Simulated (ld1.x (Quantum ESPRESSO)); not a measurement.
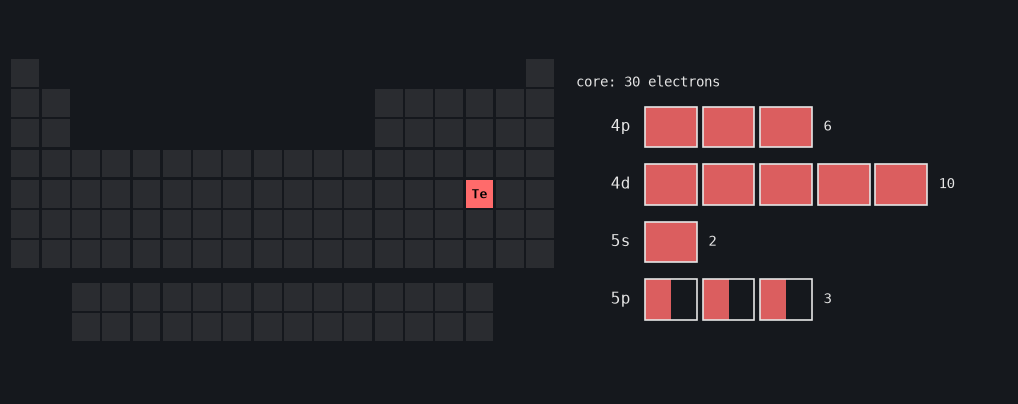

Left, the place of tellurium in the periodic table; right, the valence shells of the reference configuration: a box for each of the 2l + 1 orbitals, shaded by the share of the shell that is filled, with the electron count at the right.

Run report: Te, pseudopotential generation (part 1 of 2)

Tellurium (Te, Z = 52), core [Ar] 3d10 4s2, reference valence 4p6 4d10 5s2 5p3 (an ion of charge +1), valence charge 22. Computed at this level: RRKJ potential, PBEsol, scalar-relativistic, made with ld1.x (Quantum ESPRESSO) 7.5.

Results in brief:

- outcome: generated, with a ghost state
- cutoffs needed: 160 Ry and 230 Ry (the cutoffs, on a coarse ladder, from which the occupation-weighted sum of valence levels, in a spherical-Bessel basis at the reference potential, stays within 10 and 1 mRy of its value at 400 Ry); ghost states and empty shells don't enter this sum
- ghost test: ghost state below the valence levels: s at -247.3 eV (spherical-Bessel basis up to 400 Ry, 20 bohr box)
- largest excitation error: -75 meV (all-electron minus pseudo) for 4p6 4d10 5s2 5p1, out of 7 test configurations
- range over which the phases arctan(r u′/u) at the test radius agree within 0.05 rad (a looser test near the poles than one of phase shifts): s: up to about 2.6 Ry; p: over the whole range computed; d: over the whole range computed
- hardware: 1 CPU thread, shared host
- wall time: 7.1 s

Remarks:

The potential has a bound ghost state, so it can't be used as it stands. Warnings of the program, in the generation or the tests: convergence not achieved.

Input:
```
 &input
   title='Te', zed=52., rel=1, dft='PBESOL', iswitch=3,
   config='[Kr] 4d10 5s2 5p3',
   nld=3, rlderiv=1.90, eminld=-11.0, emaxld=5.0, deld=0.04
 /
 &inputp
   pseudotype=2, tm=.false., rho0=0.01, lloc=2,
   nlcc=.false.,
   file_pseudopw='Te.UPF', file_wfcaegen='ae.wfc', file_wfcncgen='nc.wfc', file_beta='beta', file_chi='chi'
 /
3
5S  1  0   2.00   0.00  1.75  1.75  0.0
4P  2  1   6.00   0.00  1.00  1.00  0.0
4D  3  2  10.00   0.00  1.20  1.20  0.0
 &test
   configts(1)='4p6 4d10 5s2 5p3'
 /
```

Input of the test run:
```
 &input
   title='Te', zed=52., rel=1, dft='PBESOL', iswitch=2,
   config='[Kr] 4d10 5s2 5p3'
 /
 &test
   file_pseudo='Te.UPF', nconf=8,
   configts(1)='4p6 4d10 5s2 5p3',
   configts(2)='4p6 4d10 5s2 5p4',
   configts(3)='4p6 4d10 5s2 5p2',
   configts(4)='4p6 4d10 5s2 5p1',
   configts(5)='4p6 4d10 5s0 5p6',
   configts(6)='4p6 4d10 5s1 5p5',
   configts(7)='4p6 4d9 5s2 5p5',
   configts(8)='4p6 4d10 5s2 5p3.5'
 /
```

Command:
```bash
ld1.x < Te.in > Te.out
```

Output:
```
     Program LD1 v.7.5
     --------------------------- All-electron run ----------------------------

     Te
     scalar relativistic calculation

     atomic number is 52.00
     dft =PBESOL   lsd =0 sic =0 latt =0  beta=0.20 tr2=1.0E-14
     Exchange-correlation= PBESOL
                           (   1   4  10   8   0   0   0)
     mesh =1245 r(mesh) =  99.36066 a.u. xmin = -7.00 dx = 0.01250
     1 Ry =  13.60569312 eV, c = 137.03599908

     n l     nl                  e(Ry)          e(Ha)          e(eV)
     1 0     1S 1( 2.00)     -2324.2068     -1162.1034    -31622.4449
     2 0     2S 1( 2.00)      -357.0032      -178.5016     -4857.2765
     2 1     2P 1( 6.00)      -320.5973      -160.2987     -4361.9490
     3 0     3S 1( 2.00)       -71.5623       -35.7811      -973.6543
     3 1     3P 1( 6.00)       -59.7301       -29.8650      -812.6689
     4 0     4S 1( 2.00)       -12.7311        -6.3656      -173.2155
     4 1     4P 1( 6.00)        -9.0622        -4.5311      -123.2977
     3 2     3D 1(10.00)       -41.8284       -20.9142      -569.1038
     4 2     4D 1(10.00)        -3.7209        -1.8604       -50.6250
     5 0     5S 1( 2.00)        -1.7277        -0.8639       -23.5069
     5 1     5P 1( 3.00)        -1.0082        -0.5041       -13.7168

     final scf error:  9.7E-15 reached in  23 iterations

     Etot =  -13582.457072 Ry,   -6791.228536 Ha, -184798.742778 eV

     Ekin =   14230.331534 Ry,    7115.165767 Ha,  193613.523888 eV
     Encl =  -32829.813800 Ry,  -16414.906900 Ha, -446672.371845 eV
     Eh   =    5361.687286 Ry,    2680.843643 Ha,   72949.471838 eV
     Exc  =    -344.662092 Ry,    -172.331046 Ha,   -4689.366659 eV

     normalization and overlap integrals

     s(1S/1S) =  1.000000  <r> =   0.0278  <r2> =    0.0010  r(max) =   0.0178
     s(2S/2S) =  1.000000  <r> =   0.1199  <r2> =    0.0169  r(max) =   0.1014
     s(2P/2P) =  1.000000  <r> =   0.1048  <r2> =    0.0134  r(max) =   0.0810
     s(3S/3S) =  1.000000  <r> =   0.3223  <r2> =    0.1187  r(max) =   0.2934
     s(3P/3P) =  1.000000  <r> =   0.3204  <r2> =    0.1191  r(max) =   0.2861
     s(4S/4S) =  1.000000  <r> =   0.7646  <r2> =    0.6610  r(max) =   0.7038
     s(4P/4P) =  1.000000  <r> =   0.8211  <r2> =    0.7691  r(max) =   0.7399
     s(3D/3D) =  1.000000  <r> =   0.2969  <r2> =    0.1044  r(max) =   0.2372
     s(4D/4D) =  1.000000  <r> =   0.9711  <r2> =    1.1084  r(max) =   0.8076
     s(5S/5S) =  1.000000  <r> =   2.0292  <r2> =    4.6508  r(max) =   1.7749
     s(5P/5P) =  1.000000  <r> =   2.4744  <r2> =    6.9787  r(max) =   2.1144

     ------------------------ End of All-electron run ------------------------

     --------------------- Generating NC pseudopotential ---------------------

      Generating local pot.: lloc=2, matching radius rcloc =   1.2000

      Wfc   5S  rcut= 1.731  Estimated cut-off energy=       14.64 Ry
      Using 4 Bessel functions for this wfc, rho(0) = 0.010
      This function has    0 nodes for 0 < r <    1.731

      Wfc   4P  rcut= 0.999  Estimated cut-off energy=      180.42 Ry
      This function has    0 nodes for 0 < r <    0.999

     ------------------- End of pseudopotential generation -------------------

     --------------------------- All-electron run ----------------------------

     Te
     scalar relativistic calculation

     atomic number is 52.00
     dft =PBESOL   lsd =0 sic =0 latt =0  beta=0.20 tr2=1.0E-14
     Exchange-correlation= PBESOL
                           (   1   4  10   8   0   0   0)
     mesh =1245 r(mesh) =  99.36066 a.u. xmin = -7.00 dx = 0.01250
     1 Ry =  13.60569312 eV, c = 137.03599908

     n l     nl                  e(Ry)          e(Ha)          e(eV)
     1 0     1S 1( 2.00)     -2324.2068     -1162.1034    -31622.4449
     2 0     2S 1( 2.00)      -357.0032      -178.5016     -4857.2765
     2 1     2P 1( 6.00)      -320.5973      -160.2987     -4361.9490
     3 0     3S 1( 2.00)       -71.5623       -35.7811      -973.6543
     3 1     3P 1( 6.00)       -59.7301       -29.8650      -812.6689
     4 0     4S 1( 2.00)       -12.7311        -6.3656      -173.2155
     4 1     4P 1( 6.00)        -9.0622        -4.5311      -123.2977
     3 2     3D 1(10.00)       -41.8284       -20.9142      -569.1038
     4 2     4D 1(10.00)        -3.7209        -1.8604       -50.6250
     5 0     5S 1( 2.00)        -1.7277        -0.8639       -23.5069
     5 1     5P 1( 3.00)        -1.0082        -0.5041       -13.7168

     final scf error:  9.7E-15 reached in  23 iterations

     Etot =  -13582.457072 Ry,   -6791.228536 Ha, -184798.742778 eV

     Ekin =   14230.331534 Ry,    7115.165767 Ha,  193613.523888 eV
     Encl =  -32829.813800 Ry,  -16414.906900 Ha, -446672.371845 eV
     Eh   =    5361.687286 Ry,    2680.843643 Ha,   72949.471838 eV
     Exc  =    -344.662092 Ry,    -172.331046 Ha,   -4689.366659 eV

     normalization and overlap integrals

     s(1S/1S) =  1.000000  <r> =   0.0278  <r2> =    0.0010  r(max) =   0.0178
     s(2S/2S) =  1.000000  <r> =   0.1199  <r2> =    0.0169  r(max) =   0.1014
     s(2P/2P) =  1.000000  <r> =   0.1048  <r2> =    0.0134  r(max) =   0.0810
     s(3S/3S) =  1.000000  <r> =   0.3223  <r2> =    0.1187  r(max) =   0.2934
     s(3P/3P) =  1.000000  <r> =   0.3204  <r2> =    0.1191  r(max) =   0.2861
     s(4S/4S) =  1.000000  <r> =   0.7646  <r2> =    0.6610  r(max) =   0.7038
     s(4P/4P) =  1.000000  <r> =   0.8211  <r2> =    0.7691  r(max) =   0.7399
     s(3D/3D) =  1.000000  <r> =   0.2969  <r2> =    0.1044  r(max) =   0.2372
     s(4D/4D) =  1.000000  <r> =   0.9711  <r2> =    1.1084  r(max) =   0.8076
     s(5S/5S) =  1.000000  <r> =   2.0292  <r2> =    4.6508  r(max) =   1.7749
     s(5P/5P) =  1.000000  <r> =   2.4744  <r2> =    6.9787  r(max) =   2.1144

     ------------------------ End of All-electron run ------------------------

     Computing logarithmic derivative in   1.90128
     Message from routine run_pseudo:
     Warning: convergence not achieved
     Computing logarithmic derivative in   1.90128
     Computing the partial wave expansion
     R is outside the sphere for l=    0 j= 0.00
     R is outside the sphere for l=    1 j= 0.00
       no projector for channel:   2

     ---------------------- Testing the pseudopotential ----------------------

     Te
     scalar relativistic calculation

     atomic number is 52.00   valence charge is 22.00
     dft =PBESOL   lsd =0 sic =0 latt =0  beta=0.20 tr2=1.0E-14
     mesh =1245 r(mesh) =  99.36066 xmin = -7.00 dx = 0.01250

     n l     nl             e AE (Ry)        e PS (Ry)    De AE-PS (Ry)
     2 1     4P   1( 6.00)       -9.06222       -9.06222        0.00001
     3 2     4D   1(10.00)       -3.72087       -3.72091        0.00004
     1 0     5S   1( 2.00)       -1.72772       -1.72773        0.00001
     3 1     5P   1( 3.00)       -1.00816       -1.00983        0.00166

     eps = 8.6E-11  iter =201

     Etot =  -13582.457072 Ry,   -6791.228536 Ha, -184798.742778 eV
     Etotps =  -425.707518 Ry,    -212.853759 Ha,   -5792.045847 eV

     Ekin =     182.965552 Ry,      91.482776 Ha,    2489.373155 eV
     Encl =    -929.367758 Ry,    -464.683879 Ha,  -12644.692508 eV
     Ehrt =     338.232861 Ry,     169.116431 Ha,    4601.892515 eV
     Ecxc =     -34.152531 Ry,     -17.076266 Ha,    -464.668860 eV
     Epseu=      16.614358 Ry,       8.307179 Ha,     226.049851 eV

     ---------------------- End of pseudopotential test ----------------------
```

Output of the test run (extracts):
```
     ---------------------- Testing the pseudopotential ----------------------

     Te
     scalar relativistic calculation

     atomic number is 52.00   valence charge is 22.00
     dft =PBESOL   lsd =0 sic =0 latt =0  beta=0.20 tr2=1.0E-14
     mesh =1245 r(mesh) =  99.36066 xmin = -7.00 dx = 0.01250

     n l     nl             e AE (Ry)        e PS (Ry)    De AE-PS (Ry)
     2 1     4P   1( 6.00)       -9.06222       -9.06222        0.00001
     3 2     4D   1(10.00)       -3.72087       -3.72091        0.00004
     1 0     5S   1( 2.00)       -1.72772       -1.72773        0.00001
     3 1     5P   1( 3.00)       -1.00816       -1.00983        0.00166

     eps = 8.0E-11  iter =201

     Etot =  -13582.457072 Ry,   -6791.228536 Ha, -184798.742778 eV
     Etotps =  -425.707518 Ry,    -212.853759 Ha,   -5792.045847 eV

     Ekin =     182.965552 Ry,      91.482776 Ha,    2489.373155 eV
     Encl =    -929.367758 Ry,    -464.683879 Ha,  -12644.692508 eV
     Ehrt =     338.232861 Ry,     169.116431 Ha,    4601.892515 eV
     Ecxc =     -34.152531 Ry,     -17.076266 Ha,    -464.668860 eV
     Epseu=      16.614358 Ry,       8.307179 Ha,     226.049851 eV

     ---------------------- End of pseudopotential test ----------------------

     ---------------------- Testing the pseudopotential ----------------------

     Te
     scalar relativistic calculation

     atomic number is 52.00   valence charge is 22.00
     dft =PBESOL   lsd =0 sic =0 latt =0  beta=0.20 tr2=1.0E-14
     mesh =1245 r(mesh) =  99.36066 xmin = -7.00 dx = 0.01250

     n l     nl             e AE (Ry)        e PS (Ry)    De AE-PS (Ry)
     2 1     4P   1( 6.00)       -8.39596       -8.39403       -0.00193
     3 2     4D   1(10.00)       -3.05666       -3.05518       -0.00148
     1 0     5S   1( 2.00)       -1.11363       -1.11344       -0.00020
     3 1     5P   1( 4.00)       -0.43862       -0.43962        0.00100

     eps = 2.7E-11  iter =201

     Etot =  -13583.173909 Ry,   -6791.586954 Ha, -184808.495841 eV
     Etotps =  -426.425862 Ry,    -213.212931 Ha,   -5801.819419 eV
     dEtot_ae =      -0.716837 Ry
     dEtot_ps =      -0.718344 Ry,   Delta E=       0.001507 Ry

     Ekin =     183.571144 Ry,      91.785572 Ha,    2497.612648 eV
     Encl =    -944.162503 Ry,    -472.081252 Ha,  -12845.985275 eV
     Ehrt =     352.283955 Ry,     176.141978 Ha,    4793.067390 eV
     Ecxc =     -34.680322 Ry,     -17.340161 Ha,    -471.849813 eV
     Epseu=      16.561863 Ry,       8.280932 Ha,     225.335631 eV

     ---------------------- End of pseudopotential test ----------------------

     ---------------------- Testing the pseudopotential ----------------------

     Te
     scalar relativistic calculation

     atomic number is 52.00   valence charge is 22.00
     dft =PBESOL   lsd =0 sic =0 latt =0  beta=0.20 tr2=1.0E-14
     mesh =1245 r(mesh) =  99.36066 xmin = -7.00 dx = 0.01250

     n l     nl             e AE (Ry)        e PS (Ry)    De AE-PS (Ry)
     2 1     4P   1( 6.00)       -9.82503       -9.82717        0.00213
     3 2     4D   1(10.00)       -4.47959       -4.48123        0.00164
     1 0     5S   1( 2.00)       -2.41080       -2.41075       -0.00005
     3 1     5P   1( 2.00)       -1.64323       -1.64556        0.00233

     eps = 1.6E-11  iter =201

     Etot =  -13581.136391 Ry,   -6790.568195 Ha, -184780.773992 eV
     Etotps =  -424.384495 Ry,    -212.192248 Ha,   -5774.045209 eV
     dEtot_ae =       1.320681 Ry
     dEtot_ps =       1.323023 Ry,   Delta E=      -0.002341 Ry

     Ekin =     182.002919 Ry,      91.001459 Ha,    2476.275858 eV
     Encl =    -912.380862 Ry,    -456.190431 Ha,  -12413.574024 eV
     Ehrt =     322.896937 Ry,     161.448469 Ha,    4393.236637 eV
     Ecxc =     -33.549496 Ry,     -16.774748 Ha,    -456.464149 eV
     Epseu=      16.646007 Ry,       8.323004 Ha,     226.480469 eV

     ---------------------- End of pseudopotential test ----------------------

     ---------------------- Testing the pseudopotential ----------------------

     Te
     scalar relativistic calculation

     atomic number is 52.00   valence charge is 22.00
     dft =PBESOL   lsd =0 sic =0 latt =0  beta=0.20 tr2=1.0E-14
     mesh =1245 r(mesh) =  99.36066 xmin = -7.00 dx = 0.01250

     n l     nl             e AE (Ry)        e PS (Ry)    De AE-PS (Ry)
     2 1     4P   1( 6.00)      -10.66661      -10.67087        0.00426
     3 2     4D   1(10.00)       -5.31472       -5.31790        0.00318
     1 0     5S   1( 2.00)       -3.14526       -3.14486       -0.00040
     3 1     5P   1( 1.00)       -2.32733       -2.33027        0.00294

     eps = 3.5E-11  iter =201

     Etot =  -13579.155171 Ry,   -6789.577586 Ha, -184753.818130 eV
     Etotps =  -422.400107 Ry,    -211.200054 Ha,   -5747.046233 eV
     dEtot_ae =       3.301901 Ry
     dEtot_ps =       3.307411 Ry,   Delta E=      -0.005510 Ry

     Ekin =     180.679498 Ry,      90.339749 Ha,    2458.269801 eV
     Encl =    -893.591415 Ry,    -446.795708 Ha,  -12157.930571 eV
     Ehrt =     306.767175 Ry,     153.383587 Ha,    4173.780040 eV
     Ecxc =     -32.902174 Ry,     -16.451087 Ha,    -447.656882 eV
     Epseu=      16.646809 Ry,       8.323405 Ha,     226.491379 eV

     ---------------------- End of pseudopotential test ----------------------
```

(Continued in part 2.)
